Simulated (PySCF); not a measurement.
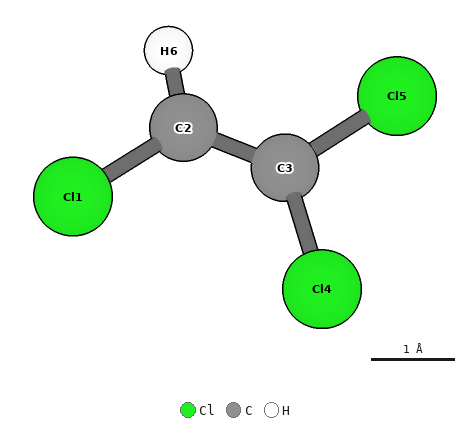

**Figure 1.** The structure (ball-and-stick view, seen at a tilt; atoms are numbered from 1 in the order of the input). Bond lengths as drawn: C–C 1.32 Å, C–Cl 1.71 to 1.73 Å and C–H 1.06 Å.

## C2HCl3: a changed input and its effect

System: C2HCl3 (trichloroethylene), SMILES ClC=C(Cl)Cl.
Method of run 1: GIAO PBE0/pcSseg-1 NMR shielding, non-relativistic, gas phase (PySCF 2.14.0).

The geometry comes from this level: GFN2-xTB, MD frame at 250 fs, 200 K. Text and figures count atoms from 1; the logs count them from 0 in places.

### The input, run 1
```
{"job": {"kind": "nmr", "xc": "PBE0", "basis": "pcSseg-1", "pop": false}, "charge": 0, "multiplicity": 1}
Cl     1.797900     0.655800     0.445600
C      0.592200    -0.448700    -0.059300
C     -0.673500    -0.108600    -0.237900
Cl    -1.308000     1.451100     0.150700
Cl    -1.901500    -1.222000    -0.639100
H      0.890500    -1.440900    -0.278300
```

The first line tells a small driver script what to run in PySCF; the rest is the geometry in Å.

Launched with:
```bash
OMP_NUM_THREADS=1 python <driver script> task.json out
```

Hardware: 1 CPU thread, shared host.

### Output (run 1)
```
coarse grid: 7664 points
cycle   1  E = -1456.7043515148  dE =  7.731e-01  |g| = 3.414e-01  |ddm| = 2.643e+00
cycle   2  E = -1456.6565581613  dE =  4.779e-02  |g| = 5.729e-01  |ddm| = 9.527e-01
cycle   3  E = -1456.7341879121  dE = -7.763e-02  |g| = 4.221e-02  |ddm| = 6.199e-01
cycle   4  E = -1456.7344203824  dE = -2.325e-04  |g| = 3.016e-02  |ddm| = 7.294e-02
cycle   5  E = -1456.7346380698  dE = -2.177e-04  |g| = 7.431e-03  |ddm| = 3.348e-02
cycle   6  E = -1456.7346518221  dE = -1.375e-05  |g| = 1.194e-03  |ddm| = 7.685e-03
cycle   7  E = -1456.7346521212  dE = -2.991e-07  |g| = 2.737e-04  |ddm| = 1.419e-03
final grid: 63032 points
cycle   8  E = -1456.7623615980  dE = -2.654e-05  |g| = 5.303e-03  |ddm| = 1.737e-02
cycle   9  E = -1456.7623585142  dE =  3.084e-06  |g| = 5.502e-03  |ddm| = 9.526e-03
cycle  10  E = -1456.7623655745  dE = -7.060e-06  |g| = 1.711e-03  |ddm| = 7.438e-03
cycle  11  E = -1456.7623662191  dE = -6.446e-07  |g| = 1.838e-04  |ddm| = 2.055e-03
cycle  12  E = -1456.7623662253  dE = -6.158e-09  |g| = 8.659e-05  |ddm| = 1.996e-04
cycle  13  E = -1456.7623662271  dE = -1.834e-09  |g| = 1.493e-05  |ddm| = 8.695e-05
cycle  14  E = -1456.7623662272  dE = -4.775e-11  |g| = 3.430e-06  |ddm| = 2.029e-05
converged SCF energy = -1456.7623662272

GIAO shielding tensors (ppm)
atom      isotropic    diamagn.    paramagn.     s11        s22        s33       span
  0 Cl     724.414    1145.171    -420.757    530.170    728.615    914.456    384.286
  1 C       58.984     249.622    -190.637    -35.757     92.715    119.995    155.752
  2 C       42.905     251.225    -208.321    -43.101     76.762     95.054    138.155
  3 Cl     604.738    1145.083    -540.344    412.659    492.549    909.008    496.349
  4 Cl     628.418    1144.888    -516.470    444.598    474.992    965.665    521.067
  5 H       25.746      28.893      -3.147     20.799     27.133     29.306      8.507
```

For run 2 the input was changed thus:
```diff
-Cl     1.797900     0.655800     0.445600
-C      0.592200    -0.448700    -0.059300
-C     -0.673500    -0.108600    -0.237900
-Cl    -1.308000     1.451100     0.150700
-Cl    -1.901500    -1.222000    -0.639100
-H      0.890500    -1.440900    -0.278300
+Cl     1.773600     0.534700    -0.035600
+C      0.718100    -0.735800    -0.542300
+C     -0.593200    -0.628700    -0.497800
+Cl    -1.413300     0.544400     0.436200
+Cl    -1.581800    -1.709700    -1.276700
+H      1.191900    -1.564000    -1.078500
```

Predict how the results change.

With the same method and basis, run 2 lies 1.9 kcal/mol higher. The HOMO goes from −7.54 to −7.44 eV. The LUMO goes from −0.90 to −1.01 eV. Of all shieldings, the largest change is that of Cl5, by +35.7 ppm. The SCF takes 13 iterations against 14.

### Output (run 2)
```
coarse grid: 7664 points
cycle   1  E = -1456.7049612609  dE =  8.278e-01  |g| = 3.212e-01  |ddm| = 2.662e+00
cycle   2  E = -1456.6690858271  dE =  3.588e-02  |g| = 5.129e-01  |ddm| = 9.025e-01
cycle   3  E = -1456.7312992698  dE = -6.221e-02  |g| = 4.332e-02  |ddm| = 5.814e-01
cycle   4  E = -1456.7316009128  dE = -3.016e-04  |g| = 2.678e-02  |ddm| = 6.951e-02
cycle   5  E = -1456.7317646909  dE = -1.638e-04  |g| = 8.020e-03  |ddm| = 3.128e-02
cycle   6  E = -1456.7317807942  dE = -1.610e-05  |g| = 1.172e-03  |ddm| = 8.181e-03
cycle   7  E = -1456.7317811041  dE = -3.099e-07  |g| = 2.164e-04  |ddm| = 1.509e-03
final grid: 63032 points
cycle   8  E = -1456.7592715801  dE = -2.429e-05  |g| = 5.162e-03  |ddm| = 1.576e-02
cycle   9  E = -1456.7592686053  dE =  2.975e-06  |g| = 5.354e-03  |ddm| = 9.372e-03
cycle  10  E = -1456.7592752981  dE = -6.693e-06  |g| = 1.624e-03  |ddm| = 7.261e-03
cycle  11  E = -1456.7592758784  dE = -5.803e-07  |g| = 1.237e-04  |ddm| = 1.971e-03
cycle  12  E = -1456.7592758810  dE = -2.572e-09  |g| = 6.468e-05  |ddm| = 1.653e-04
cycle  13  E = -1456.7592758820  dE = -9.838e-10  |g| = 1.608e-05  |ddm| = 6.667e-05
converged SCF energy = -1456.7592758820

GIAO shielding tensors (ppm)
atom      isotropic    diamagn.    paramagn.     s11        s22        s33       span
  0 Cl     706.936    1145.554    -438.618    502.641    682.278    935.890    433.249
  1 C       58.917     249.627    -190.710    -31.873     92.912    115.712    147.585
  2 C       48.300     251.029    -202.729    -41.712     85.176    101.436    143.148
  3 Cl     628.129    1145.544    -517.415    442.006    529.974    912.409    470.403
  4 Cl     664.109    1144.517    -480.408    512.120    533.645    946.561    434.440
  5 H       25.129      27.720      -2.591     19.918     27.071     28.398      8.480
```

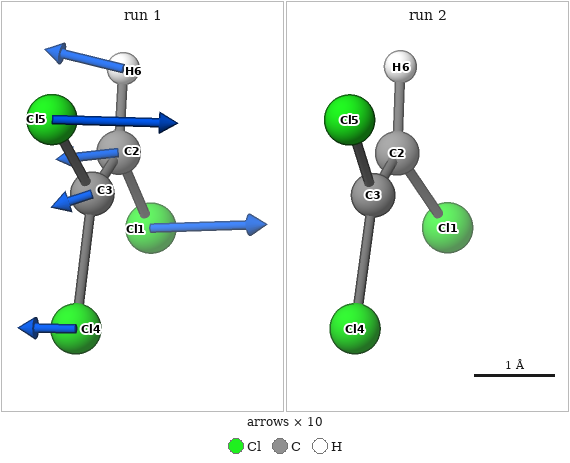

**Figure 2.** The two input geometries at one scale (ball-and-stick view, seen at an oblique angle). The blue arrows on the first give the shifts of the atoms after the best rigid fit, magnified 10 times. The largest moves after the best rigid fit, 0.16 Å, are those of Cl1 and Cl5. Largest moves by element: Cl 0.16 Å, H 0.11 Å, C 0.08 Å. Among the contacts that change: C3–Cl5 1.705 → 1.659 Å, C2–H6 1.059 → 1.094 Å, C3–Cl4 1.728 → 1.709 Å, Cl1–C2 1.711 → 1.728 Å.

### The two runs side by side

| quantity | run 1 | run 2 |
| --- | --- | --- |
| outcome | converged | converged |
| total energy (hartree) | −1456.762366 | −1456.759276 |
| HOMO (eV) | −7.54 | −7.44 |
| LUMO (eV) | −0.90 | −1.01 |
| dipole moment (D) | 1.06 | 1.08 |
| shielding of Cl1 (ppm) | 724.4 | 706.9 |
| shielding of C2 (ppm) | 59.0 | 58.9 |
| shielding of C3 (ppm) | 42.9 | 48.3 |
| shielding of Cl4 (ppm) | 604.7 | 628.1 |
| shielding of Cl5 (ppm) | 628.4 | 664.1 |
| shielding of H6 (ppm) | 25.7 | 25.1 |
| SCF iterations | 14 | 13 |
| basis functions | 111 | 111 |
| wall time (shared host) | 18 s | 17 s |
